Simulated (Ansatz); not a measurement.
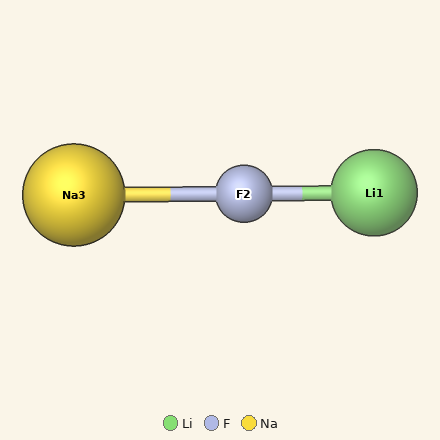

The system is Li + FNa, spin multiplicity 2; the picture shows the reference structure. 
- Coordinates scanned: (1) distance Li1–F2; (2) distance F2–Na3.
- Nothing is relaxed (the angle Li1–F2–Na3 is fixed at 180 degrees).
- Grid: 10 × 10 points.
- Points are written as (first, second).
- Energies: kJ/mol, counted from the lowest grid point.
- The D4 coefficients can switch as the alkali atoms part, which puts small steps into the map.
- Theory: UKS PBE0-D4/def2-TZVPD in Ansatz 0.2.0.

Its coordinates:

```xyz
3

Li   -1.6420    0.0000    0.0000
F     0.0000    0.0000    0.0000
Na    2.1480    0.0000    0.0000
```

Range: distance Li1–F2 from 1.504 to 3.904 Å; distance F2–Na3 from 1.808 to 4.208 Å.

### What will the energy surface look like?

The lowest grid point is at (1.642 Å, 2.148 Å). The highest grid point, (3.904 Å, 4.208 Å), lies 406 kJ/mol above the lowest.

```csv
"distance F2–Na3 ↓, distance Li1–F2 →",1.504,1.642,1.844,2.079,2.340,2.622,2.921,3.235,3.563,3.904
4.208,72,72,104,158,218,272,318,355,384,406
3.867,68,67,99,153,210,261,305,339,367,387
3.539,62,61,93,144,198,246,287,320,345,363
3.225,55,53,83,132,182,227,265,295,317,333
2.926,44,42,69,114,160,202,237,264,283,297
2.644,33,28,52,93,135,173,205,228,245,257
2.383,20,13,33,70,109,144,171,192,206,214
2.148,10,0,17,51,86,117,142,159,170,178
1.946,13,2,16,47,79,107,129,144,154,161
1.808,36,23,35,64,94,120,140,155,164,171
```

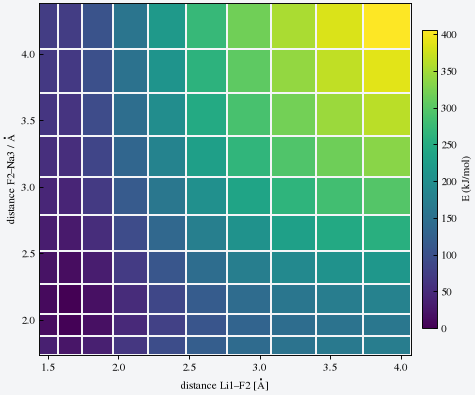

In the figure: one coloured cell a grid point.

Each point was launched as `ansatz run input.yaml --threads 1 --pin off --max-ram 2560MiB --backend cpu --events-out ev --progress --plain --runs-dir out`. The whole map (100 points run) took 9.8 min on 1 thread of Arm Neoverse V2, with other jobs on the host.
